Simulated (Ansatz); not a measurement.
# BClFH2: the cost of one run

All numbers below are computed with Ansatz 0.2.0 (UKS PBE/cc-pVDZ).

## Step 1: The starting structure

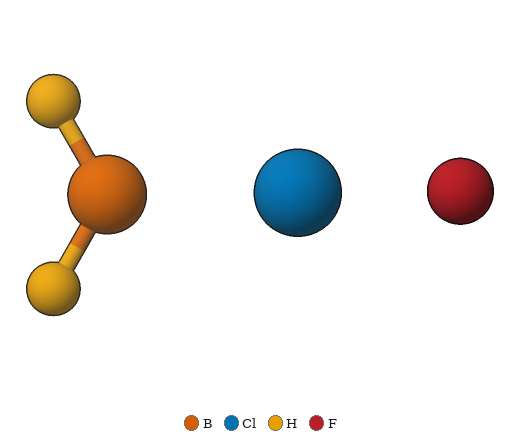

The starting structure, seen from a chosen angle (boron orange, chlorine blue, hydrogen amber, fluorine red).

As a file:

```xyz
5

B     0.0000    0.0000    0.0000
Cl    0.0000    0.0000    2.1100
H     1.0305    0.0000   -0.5950
H    -1.0305    0.0000   -0.5950
F     0.0000    0.0000    3.9100
```

## Step 2: A restrained relaxation towards end A

Springs on the bonds that form and break draw the guess towards this end; the thresholds are loose.

input.yaml

```yaml
crystal:
  periodic: [false, false, false]
  atoms:
    - { symbol: B, position_ang: [0.0, 0.0, 0.0] }
    - { symbol: Cl, position_ang: [0.0, 0.0, 2.11] }
    - { symbol: H, position_ang: [1.0305, 0.0, -0.595] }
    - { symbol: H, position_ang: [-1.0305, 0.0, -0.595] }
    - { symbol: F, position_ang: [0.0, 0.0, 3.91] }
magnetization:
  spin_polarized: true
  initial_magnetization: 1
basis:
  gaussian: { orbitals: cc-pVDZ }
hamiltonian:
  xc: pbe
relax:
  f_tol: 0.15
  max_steps: 25
  restrain:
    - { distance: [1, 4], at: 2.7, k: 30.0 }
    - { distance: [0, 1], at: 1.86, k: 30.0 }
output:
  orbitals: {}
```

The run is started by

```bash
ansatz run input.yaml --threads 1 --pin off --max-ram 2048MiB --backend cpu --events-out ev --progress --plain --runs-dir out
```

Q: Estimate wall time and peak memory on 1 thread of Intel Xeon Platinum 8488C (Sapphire Rapids), shared host.

About 38 s, with a peak of 0.16 GiB.
